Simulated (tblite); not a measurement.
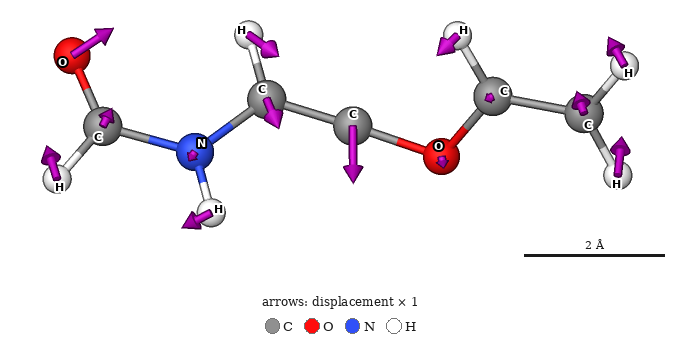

A relaxation of C5H6NO2 (multiplicity 2). The starting structure is drawn; purple arrows show the displacements, at their true length. The two geometries are superimposed by the best rigid fit.

Style: ball-and-stick. Shown at a tilt.

Level of theory: GFN2-xTB geometry optimisation, gas phase (tblite). 

### Describe the change and its energy.

A C atom moves most after the best rigid fit: 0.86 Å. By element the largest moves are C 0.86 Å, O 0.73 Å, H 0.72 Å, N 0.17 Å. Some distances before and after: C–O 1.347 → 1.313 Å, C–N 1.366 → 1.396 Å, C–C 1.292 → 1.319 Å, C–C 1.352 → 1.329 Å. Bond angles that change, for instance: O–C–C 178.0° → 133.8°, C–O–C 111.1° → 121.1°, N–C–H 117.6° → 111.6°. The energy falls by 12.3 kcal/mol in 102 geometry steps.
